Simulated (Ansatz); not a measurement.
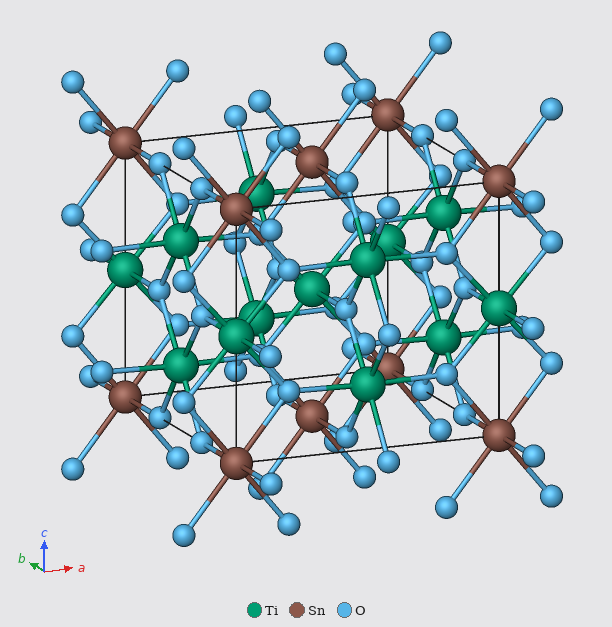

A ball-and-stick picture of a crystal structure, seen slightly off an axis. The frame is the conventional unit cell; atoms at its boundary are shown with their periodic copies. Some neighbours outside the box are added.

Ti3SnO8, space group Cmmm (No. 65), a = 6.559 Å, b = 6.560 Å, c = 6.039 Å, α = 90.00°, β = 90.00°, γ = 90.00°. The initial geometry was a structure type filled with these elements by a generator (whether the compound takes this form wasn't checked). Earlier steps of the study, as a rule a relaxation of our own, may have changed the cell and positions, so they can lie some per cent off the listed ones. Ansatz was used for an electronic-structure calculation on it.

This one geometry was computed with Ansatz (DFT, plane waves, PAW) at five levels of theory: PBE with spin-orbit coupling, PBE, HSE06, r2SCAN and PBE0. It was relaxed beforehand with r2SCAN.

> Which level gives the highest pressure at this volume, and what does that say about its equilibrium volume?

Highest: PBE with spin-orbit coupling (6.0 GPa) and PBE (6.0 GPa), which points to the largest equilibrium volume. Lowest, with the smallest volume: HSE06 (-2.5 GPa) and PBE0 (-2.6 GPa). Levels within 0.5 GPa of each other can't be told apart.

> How does the band gap change with the level of theory?

PBE: a gap of 1.76 eV, direct; PBE with spin-orbit coupling: a gap of 1.77 eV, direct; r2SCAN: a gap of 2.18 eV, direct; HSE06: a gap of 3.36 eV, direct; PBE0: a gap of 4.12 eV, direct.

> Collect the results in a table.

| level | cutoff (eV) | k-mesh of the run's cell | gap (eV) | pressure (GPa) |
| --- | --- | --- | --- | --- |
| PBE with spin-orbit coupling | 420 | 6×6×4 | 1.77 | 6.0 |
| PBE | 420 | 6×6×4 | 1.76 | 6.0 |
| HSE06 | 420 | 4×4×4 | 3.36 | -2.5 |
| r2SCAN | 500 | 6×6×4 | 2.18 | 0.0 |
| PBE0 | 420 | 4×4×4 | 4.12 | -2.6 |

Gaps are taken on the k-mesh or band path of each run.
